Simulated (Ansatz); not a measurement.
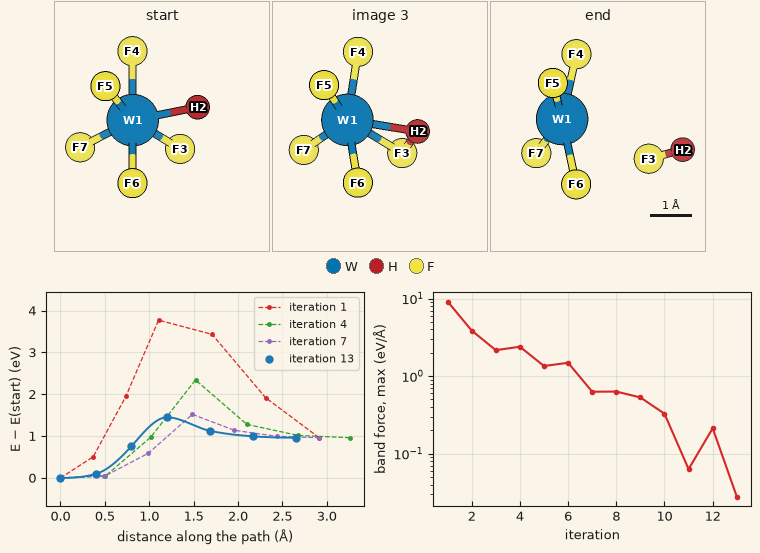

NEB run on WHF5. Images are numbered from 0 (start) to 6 (end). The plot follows the band through its iterations. The picture is a ball-and-stick view, seen from a free direction.

All numbers below come from Ansatz, RKS B3LYP-D4/def2-SVP. Settings: 5 movable images; climbing image; force threshold 0.05 eV/Å; iteration limit 60; starting path through a guess of the saddle point.

How did the profile develop, and is the result final?

The result is final at these settings. The band converged in 13 iterations. The largest component of the band force went from 9.2 to 0.028 eV/Å. The climbing image converged on the top of the path. Its vibrational analysis gives one imaginary mode (942i cm⁻¹), as a transition state must have. The first iteration put the highest image at 3.77 eV. Forward barrier 1.45 eV, backward barrier 0.49 eV, with image 3 at the top; the reaction energy is +0.96 eV.
